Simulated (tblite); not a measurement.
Saddle-point search of C4H6N2O2

C4H6N2O2, computed with GFN2-xTB saddle search (eigenvector following) and harmonic vibrations, gas phase (tblite 0.8.0).

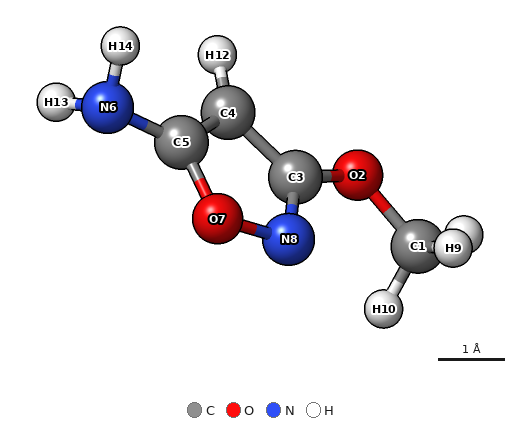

The starting structure (ball-and-stick view, seen at a tilt; atoms are numbered from 1 in the order of the input).

**Key numbers**

| quantity | value |
| --- | --- |
| outcome | converged |
| total energy | −695.2375 eV |
| point group | Cs |
| hardware | 1 CPU thread, shared host |
| wall time | 8.3 s (CPU time 5.4 s; the host was busy) |
| peak memory | 0.19 GiB |

**Input file**
```
{"job": {"xc": "GFN2-xTB", "basis": "xTB", "kind": "saddle"}, "charge": 0, "multiplicity": 1}
C      2.239370     0.373749    -1.602292
O      0.900228     0.803741    -1.435087
C      0.248053     0.242492    -0.420875
C     -1.103344     0.524799    -0.068610
C     -1.321423    -0.274444     1.010727
N     -2.457801    -0.442776     1.797992
O     -0.195892    -0.979774     1.286447
N      0.771330    -0.646561     0.386475
H      2.828236     0.597145    -0.710064
H      2.276859    -0.702561    -1.783653
H      2.625180     0.919157    -2.460714
H     -1.775550     1.202914    -0.544176
H     -3.241544    -0.763686     1.236648
H     -2.732629     0.435934     2.227737
```

The first line tells a small driver script what to run in tblite; the rest is the geometry in Å.

Launch command:
```bash
OMP_NUM_THREADS=1 python <driver script> task.json out
```

**What the program printed**
```
step      E/eV     max force
  0    -695.21168   0.4690
  1    -695.23735   0.0896
  2    -695.23754   0.0087
  3    -695.23755   0.0032
lowest wavenumbers (cm-1): -356.4 106.2 130.2 189.9 232.5 341.5
```

**Trajectory as extended XYZ (Å, eV, eV/Å), 4 frames, from step=0 to step=3**
```
14
Properties=species:S:1:pos:R:3:forces:R:3 step=0 energy=-695.21168
C     2.2394    0.3737   -1.6023    0.0120  -0.0060   0.0010
O     0.9002    0.8037   -1.4351    0.0110   0.0280  -0.0400
C     0.2481    0.2425   -0.4209   -0.0040   0.0610  -0.0720
C    -1.1033    0.5248   -0.0686    0.3390   0.0330  -0.2140
C    -1.3214   -0.2744    1.0107    0.4440  -0.0850  -0.1250
N    -2.4578   -0.4428    1.7980   -0.2380  -0.1100   0.2550
O    -0.1959   -0.9798    1.2864   -0.4220   0.1440   0.0430
N     0.7713   -0.6466    0.3865   -0.2490   0.0280   0.0940
H     2.8282    0.5971   -0.7101   -0.0040  -0.0010  -0.0010
H     2.2769   -0.7026   -1.7837   -0.0020   0.0030   0.0030
H     2.6252    0.9192   -2.4607   -0.0010   0.0010  -0.0010
H    -1.7755    1.2029   -0.5442   -0.0030   0.0530  -0.0620
H    -3.2415   -0.7637    1.2366    0.0590  -0.0740   0.0610
H    -2.7326    0.4359    2.2277    0.0580  -0.0760   0.0590
14
Properties=species:S:1:pos:R:3:forces:R:3 step=1 energy=-695.23735
C     2.2503    0.3643   -1.5965   -0.0030   0.0030  -0.0020
O     0.9136    0.8110   -1.4508    0.0030  -0.0060   0.0060
C     0.2428    0.2613   -0.4410    0.0050  -0.0030   0.0010
C    -1.1066    0.5546   -0.1030    0.0120   0.0050  -0.0120
C    -1.3379   -0.2436    0.9818   -0.0420  -0.0050   0.0280
N    -2.4446   -0.4591    1.8110   -0.0750   0.0460  -0.0170
O    -0.2313   -0.9494    1.2678    0.0180  -0.0010  -0.0080
N     0.7459   -0.6299    0.3793   -0.0040   0.0040  -0.0030
H     2.8286    0.5860   -0.6970   -0.0020   0.0010  -0.0030
H     2.2774   -0.7135   -1.7705   -0.0010   0.0030  -0.0010
H     2.6546    0.9002   -2.4527   -0.0040  -0.0030   0.0050
H    -1.7643    1.2391   -0.5938    0.0040  -0.0040   0.0040
H    -3.2400   -0.8196    1.2937    0.0600   0.0130   0.0280
H    -2.7273    0.3888    2.2920    0.0310  -0.0530  -0.0270
14
Properties=species:S:1:pos:R:3:forces:R:3 step=2 energy=-695.23754
C     2.2501    0.3646   -1.5968    0.0000   0.0000   0.0000
O     0.9135    0.8103   -1.4498   -0.0010   0.0000   0.0000
C     0.2433    0.2603   -0.4400    0.0000  -0.0010   0.0010
C    -1.1060    0.5540   -0.1027    0.0000   0.0000   0.0000
C    -1.3388   -0.2437    0.9825    0.0020   0.0000  -0.0010
N    -2.4463   -0.4575    1.8099   -0.0020   0.0060  -0.0060
O    -0.2317   -0.9498    1.2686   -0.0010   0.0010   0.0000
N     0.7458   -0.6308    0.3805    0.0000   0.0000   0.0000
H     2.8289    0.5865   -0.6978    0.0000   0.0000   0.0000
H     2.2776   -0.7129   -1.7714    0.0000   0.0000   0.0000
H     2.6530    0.9011   -2.4530    0.0000   0.0000  -0.0010
H    -1.7631    1.2386   -0.5938    0.0000  -0.0010   0.0010
H    -3.2390   -0.8195    1.2929    0.0010  -0.0020   0.0030
H    -2.7263    0.3890    2.2914    0.0000  -0.0030   0.0020
14
Properties=species:S:1:pos:R:3:forces:R:3 step=3 energy=-695.23755
C     2.2503    0.3647   -1.5970    0.0000   0.0000   0.0000
O     0.9137    0.8100   -1.4495    0.0000   0.0000   0.0000
C     0.2435    0.2601   -0.4397    0.0000   0.0000   0.0000
C    -1.1058    0.5542   -0.1029    0.0000   0.0000   0.0000
C    -1.3391   -0.2434    0.9823    0.0010   0.0000   0.0000
N    -2.4467   -0.4569    1.8094   -0.0030   0.0000   0.0010
O    -0.2323   -0.9497    1.2689    0.0000   0.0000  -0.0010
N     0.7456   -0.6310    0.3810    0.0000   0.0000  -0.0010
H     2.8296    0.5866   -0.6983    0.0000   0.0000   0.0000
H     2.2782   -0.7129   -1.7718    0.0000   0.0000   0.0000
H     2.6527    0.9014   -2.4534    0.0010   0.0000   0.0000
H    -1.7625    1.2388   -0.5943    0.0000   0.0000   0.0000
H    -3.2395   -0.8203    1.2935    0.0020   0.0010   0.0010
H    -2.7267    0.3886    2.2924    0.0010  -0.0020  -0.0010
```

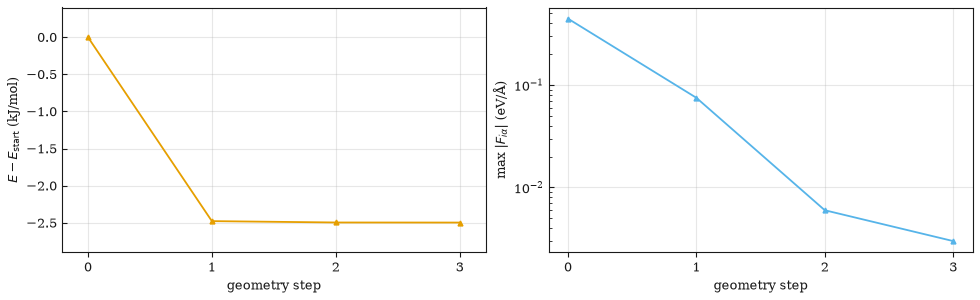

Progress of the saddle-point search, step by step (steps are counted from 0).

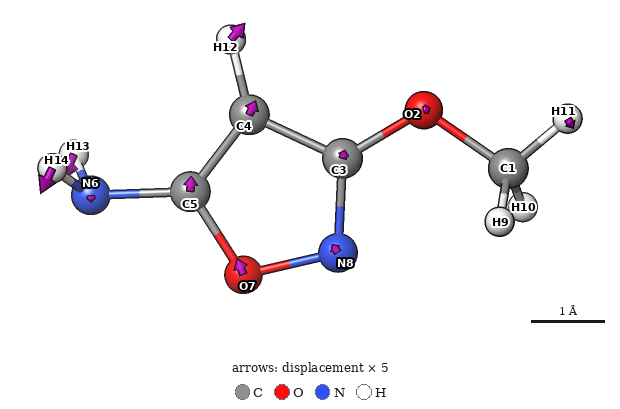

The starting structure with the displacements as pink arrows, magnified 5 times (ball-and-stick view, seen at a tilt). The two geometries are laid on each other by the best rigid fit. The largest moves after the best rigid fit, 0.080 Å, are those of H13 and H14. Largest moves by element: H 0.080 Å, O 0.050 Å, C 0.046 Å, N 0.031 Å. Distances before and after: C5–O7 1.357 → 1.344 Å, C4–C5 1.361 → 1.367 Å, C5–N6 1.393 → 1.399 Å. Among the angles that change: N6–C5–O7 119.9° → 116.5°, C4–C5–N6 130.6° → 133.9°. After 3 geometry steps the energy has fallen by 2.50 kJ/mol. The largest force component goes from 0.44 to 0.003 eV/Å. (Atoms are counted from 1 in the order of the input.)
